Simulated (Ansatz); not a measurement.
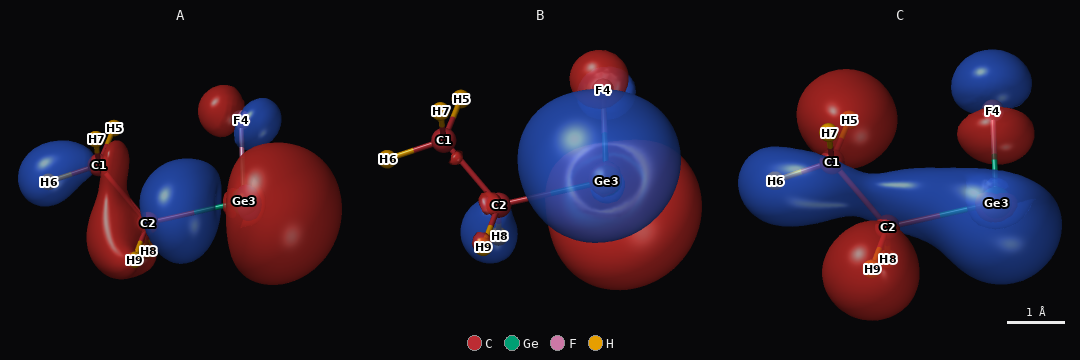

Figure 1: C2H5FGe (SMILES C[CH2][Ge][F]). Three frontier orbitals at ±0.1 Å⁻³ᐟ² (red and blue are the two phases), in no order.

Geometry: PBE0-D4/def2-TZVP.

Computed with RKS PBE0-D4/def2-TZVPP in Ansatz 0.2.0.

Input file:

```
crystal:
  periodic: [false, false, false]
  atoms:
    - {symbol: C, position_ang: [-0.476656, 0.751475, -0.289448]}
    - {symbol: C, position_ang: [0.121224, -0.209708, 0.727225]}
    - {symbol: Ge, position_ang: [1.491887, -1.500762, 0.080657]}
    - {symbol: F, position_ang: [0.954187, -1.547994, -1.602365]}
    - {symbol: H, position_ang: [-0.868504, 0.215658, -1.155193]}
    - {symbol: H, position_ang: [-1.290395, 1.341238, 0.141784]}
    - {symbol: H, position_ang: [0.272693, 1.454917, -0.661025]}
    - {symbol: H, position_ang: [-0.658834, -0.866294, 1.147843]}
    - {symbol: H, position_ang: [0.542897, 0.315170, 1.593222]}
basis:
  gaussian: {orbitals: def2-TZVPP}
hamiltonian: {xc: pbe0, dispersion: d4}
output: {orbitals: {seedname: orbitals}}
```

Launched as:

```sh
ansatz run in.yaml --threads 4 --pin off --events-out ev --progress --plain --max-ram 10444MiB
```

Q: Order the three orbitals by energy and name them.

A: C is the HOMO−1 (−9.72 eV). By Hirshfeld shares it lies mainly on Ge3 (about 20 %), C1 (about 20 %), C2 (about 15 %), F4 (about 15 %), H5 (about 10 %) and H9 (about 10 %). A is the HOMO (−6.62 eV). Its weight (Hirshfeld) is mainly on Ge3 (about 55 %), C2 (about 25 %) and F4 (about 5 %). B is the LUMO (−2.30 eV). It lies mainly on Ge3 (about 85 %) and F4 (about 5 %).

Q: What is the HOMO–LUMO gap?

A: 4.32 eV between the orbital energies.
